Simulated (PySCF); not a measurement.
# triplet BN2H5 at 6 levels

We compute a comparison of 6 runs (U-r2SCAN/6-311+G**, UB3LYP/6-311+G**, UBLYP/6-311+G**, UPBE/6-311+G**, UPBE0/6-311+G**, USVWN5/6-311+G**) of triplet BN2H5. Input form: a Python script.

The calculation is run with PySCF 2.14.0.

## Step 1: The structure to begin with

BN2H5: 8 atoms, total charge 0, spin state triplet. SMILES of the parent species: `NBN`. Geometry: relaxed at PBE0-D4/def2-TZVP. That shape belongs to the parent species and isn't relaxed for this state.

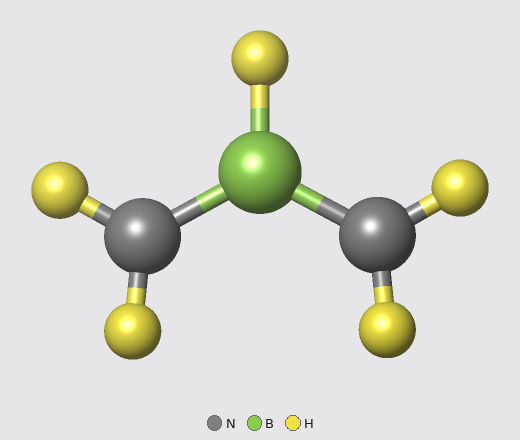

The structure, seen from a chosen angle (nitrogen grey, boron green, hydrogen yellow).

## Step 2: A single-point energy at U-r2SCAN/6-311+G(d,p) (run 1)

The input, calc.py:

```python
from pyscf import gto, dft

system = gto.Mole()
system.atom = '''
N     -1.834924     0.976044    -1.098120
B      0.366985     0.730568     0.378890
N      1.602866    -1.597197     0.758536
H     -2.696261    -0.462038    -1.990637
H     -2.690781     2.647317    -1.348698
H      1.227755     2.586279     1.356823
H      3.168504    -1.738170     1.815838
H      1.029901    -3.250896     0.021921
'''
system.unit = 'bohr'
system.spin = 2
system.basis = '6-311+g**'
system.verbose = 3
system.max_memory = 1860
system.build()

mf = dft.UKS(system, xc='r2scan')
mf.conv_tol = 1e-10
mf.grids.level = 5
mf.kernel()
if not mf.converged:
    mf = mf.newton().run(mf.mo_coeff, mf.mo_occ)

e_tot = mf.e_tot
print('Final energy', e_tot)
```

Command:

```sh
$ OMP_NUM_THREADS=1 python calc.py
```

The program printed:

```text
WARN: HOMO -0.0408935950340918 >= LUMO -0.312107382968554

WARN: HOMO 0.000776272589927629 >= LUMO -0.139336562087964

WARN: HOMO -0.0294505311715901 >= LUMO -0.236840604151649

WARN: HOMO -0.0505933331077255 >= LUMO -0.251649357598456

WARN: HOMO -0.0635536992273007 >= LUMO -0.269037948159927

WARN: HOMO -0.0679647271470234 >= LUMO -0.270436076436141

WARN: HOMO -0.0682907971446127 >= LUMO -0.270192718517681

WARN: HOMO -0.0681749474048594 >= LUMO -0.268880147595745

WARN: HOMO -0.0679539775076314 >= LUMO -0.268332669612153

WARN: HOMO -0.0679201070933768 >= LUMO -0.26830369233052

WARN: HOMO -0.0679326315174595 >= LUMO -0.268320666646481

WARN: HOMO -0.0679305549747848 >= LUMO -0.268319909302914

WARN: HOMO -0.0679304688555646 >= LUMO -0.268320248350692

WARN: HOMO -0.0679304524250064 >= LUMO -0.268320678347939

converged SCF energy = -137.20048118208  <S^2> = 2.0274413  2S+1 = 3.0182387
Final energy -137.20048118208018
```

It took 77 s on 1 thread of Arm Neoverse V2, shared host; peak memory 0.56 GiB.

## Step 3: The energy at UB3LYP/6-311+G(d,p) (run 2)

The input, run.py:

```python
from pyscf import gto, dft

mol = gto.M(
    atom='''
N     -0.971000     0.516500    -0.581100
B      0.194200     0.386600     0.200500
N      0.848200    -0.845200     0.401400
H     -1.426800    -0.244500    -1.053400
H     -1.423900     1.400900    -0.713700
H      0.649700     1.368600     0.718000
H      1.676700    -0.919800     0.960900
H      0.545000    -1.720300     0.011600
''',
    max_memory=1860,
    charge=0,
    basis='6-311+g**',
    spin=2,
    verbose=3,
)

ks = dft.UKS(mol, xc='b3lyp')
ks.conv_tol = 1e-10
ks.grids.level = 5
ks.kernel()
if not ks.converged:
    ks = ks.newton().run(ks.mo_coeff, ks.mo_occ)

e_final = ks.e_tot
print('E = %.10f Eh' % e_final)
```

Command:

```sh
$ OMP_NUM_THREADS=1 python run.py
```

The program printed:

```text
WARN: HOMO -0.0265854793461122 >= LUMO -0.309581677350122

WARN: HOMO -0.0182632985947393 >= LUMO -0.140393731968118

WARN: HOMO -0.0433713659931811 >= LUMO -0.224882012987866

WARN: HOMO -0.0651987858706313 >= LUMO -0.239535671241564

WARN: HOMO -0.0769459982384646 >= LUMO -0.254194885295526

WARN: HOMO -0.0790828541905491 >= LUMO -0.253243373929966

WARN: HOMO -0.0789816266961481 >= LUMO -0.252591044848538

WARN: HOMO -0.0789008749710209 >= LUMO -0.252249364492323

WARN: HOMO -0.0788916217797073 >= LUMO -0.252154563266432

WARN: HOMO -0.0788656847926017 >= LUMO -0.252121097948223

WARN: HOMO -0.0788705811203023 >= LUMO -0.252128188291694

WARN: HOMO -0.0788701714210749 >= LUMO -0.252129480991217

WARN: HOMO -0.0788701221341448 >= LUMO -0.252129485127302

WARN: HOMO -0.0788700556452007 >= LUMO -0.252129447686542

converged SCF energy = -137.294918477276  <S^2> = 2.0225572  2S+1 = 3.0150006
E = -137.2949184773 Eh
```

Wall time 32 s (1 thread of Arm Neoverse V2, shared host); peak memory 0.5 GiB.

## Step 4: A single-point energy at UBLYP/6-311+G(d,p) (run 3)

The input, start.xyz:

```xyz
8
BH5N2
N     -0.971000     0.516500    -0.581100
B      0.194200     0.386600     0.200500
N      0.848200    -0.845200     0.401400
H     -1.426800    -0.244500    -1.053400
H     -1.423900     1.400900    -0.713700
H      0.649700     1.368600     0.718000
H      1.676700    -0.919800     0.960900
H      0.545000    -1.720300     0.011600
```

The input, job.py:

```python
from pyscf import gto, dft

mol = gto.M(
    atom='start.xyz',
    basis='6-311+g**',
    verbose=3,
    max_memory=1860,
    spin=2,
)

mf = dft.UKS(mol)
mf.xc = 'blyp'
mf.conv_tol = 1e-10
mf.grids.level = 5
mf.kernel()
if not mf.converged:
    mf = mf.newton().run(mf.mo_coeff, mf.mo_occ)

energy = mf.e_tot
print(f'total energy: {energy:.8f} hartree')
```

Command:

```sh
$ OMP_NUM_THREADS=1 python job.py
```

The program printed:

```text
WARN: HOMO -0.0459404104340724 >= LUMO -0.298413661051699

WARN: HOMO -0.021576364691942 >= LUMO -0.128922583663279

WARN: HOMO -0.0423366549549655 >= LUMO -0.24129140915495

WARN: HOMO -0.0508804154420552 >= LUMO -0.251360228937921

WARN: HOMO -0.0608100280824253 >= LUMO -0.272667743448219

WARN: HOMO -0.0624573259888308 >= LUMO -0.275053443351197

WARN: HOMO -0.0630692053778308 >= LUMO -0.276151954382637

WARN: HOMO -0.0631606574666463 >= LUMO -0.275937391377493

WARN: HOMO -0.0630827202471362 >= LUMO -0.275785408287824

WARN: HOMO -0.0630870340080669 >= LUMO -0.275759771662937

WARN: HOMO -0.0630901089790488 >= LUMO -0.275764650632276

WARN: HOMO -0.063090126023269 >= LUMO -0.275764919318618

WARN: HOMO -0.0630899664607476 >= LUMO -0.275764525269459

WARN: HOMO -0.0630899365163398 >= LUMO -0.275764657481465

WARN: HOMO -0.0630900239418128 >= LUMO -0.275764864476097

converged SCF energy = -137.23976610799  <S^2> = 2.0094786  2S+1 = 3.0063124
total energy: -137.23976611 hartree
```

Run time: 33 s. Hardware: 1 thread of Arm Neoverse V2, shared host; peak memory 0.49 GiB.

Runs 4 to 5 aren't shown in full; the table further down has their settings and results.

## Step 5: The energy at USVWN5/6-311+G(d,p) (run 6)

The input, run.py:

```python
from pyscf import gto, dft

mol = gto.Mole()
mol.atom = '''
N     -0.971000     0.516500    -0.581100
B      0.194200     0.386600     0.200500
N      0.848200    -0.845200     0.401400
H     -1.426800    -0.244500    -1.053400
H     -1.423900     1.400900    -0.713700
H      0.649700     1.368600     0.718000
H      1.676700    -0.919800     0.960900
H      0.545000    -1.720300     0.011600
'''
mol.verbose = 3
mol.basis = '6-311+g**'
mol.max_memory = 1860
mol.charge = 0
mol.spin = 2
mol.build()

mf = dft.UKS(mol, xc='svwn')
mf.conv_tol = 1e-10
mf.grids.level = 5
mf.kernel()
if not mf.converged:
    mf = mf.newton().run(mf.mo_coeff, mf.mo_occ)

e_tot = mf.e_tot
print(f'total energy: {e_tot:.8f} hartree')
```

Command:

```sh
$ OMP_NUM_THREADS=1 python run.py
```

The program printed:

```text
WARN: HOMO -0.057885322588664 >= LUMO -0.307760329339128

WARN: HOMO -0.0197468550779973 >= LUMO -0.132927890963904

WARN: HOMO -0.0304430954954683 >= LUMO -0.211455037195133

WARN: HOMO -0.0515992618455154 >= LUMO -0.2679421847117

WARN: HOMO -0.0652308080314396 >= LUMO -0.286443085233557

WARN: HOMO -0.0691048995100684 >= LUMO -0.29179651004949

WARN: HOMO -0.0705257622155644 >= LUMO -0.293057589186484

WARN: HOMO -0.0713571896449158 >= LUMO -0.293998454499851

WARN: HOMO -0.0714983341332455 >= LUMO -0.294446509101055

WARN: HOMO -0.0715510030176051 >= LUMO -0.294497958763973

WARN: HOMO -0.0715605402358485 >= LUMO -0.294503381836433

WARN: HOMO -0.0715584807151776 >= LUMO -0.2944997492847

WARN: HOMO -0.0715581673116569 >= LUMO -0.294499335017909

WARN: HOMO -0.0715583085059463 >= LUMO -0.294499695500395

WARN: HOMO -0.0715582709128151 >= LUMO -0.29449954839208

converged SCF energy = -136.078384190879  <S^2> = 2.0051871  2S+1 = 3.0034561
total energy: -136.07838419 hartree
```

Run time: 23 s. Hardware: 1 thread of Arm Neoverse V2, shared host; peak memory 0.34 GiB.

## Step 6: The series

```
run               level  energy (Eh)  dipole moment (D)  HOMO energy (eV)   ⟨S²⟩  wall time
  1  U-r2SCAN/6-311+G**  -137.200481               3.00             -1.85  2.027       77 s
  2    UB3LYP/6-311+G**  -137.294918               2.38             -2.15  2.023       32 s
  3     UBLYP/6-311+G**  -137.239766               1.99             -1.72  2.009       33 s
  4      UPBE/6-311+G**  -137.108177               2.38             -1.83  2.010       35 s
  5     UPBE0/6-311+G**  -137.113250               2.94             -2.21  2.029       35 s
  6    USVWN5/6-311+G**  -136.078384               2.14             -1.95  2.005       23 s
```

## Step 7: Results

```
                                 quantity          value
                      run 6: total energy  -136.07838 Eh
                     run 6: dipole moment         2.14 D
run 6: HOMO energy (highest over α and β)       -1.95 eV
                              run 6: ⟨S²⟩          2.005
```

The dipole moment (its size) runs from 1.99 D (UBLYP/6-311+G**) to 3.00 D (U-r2SCAN/6-311+G**). Totals of different functionals can't be ranked against each other. All runs together took 3.9 min, the longest 77 s.
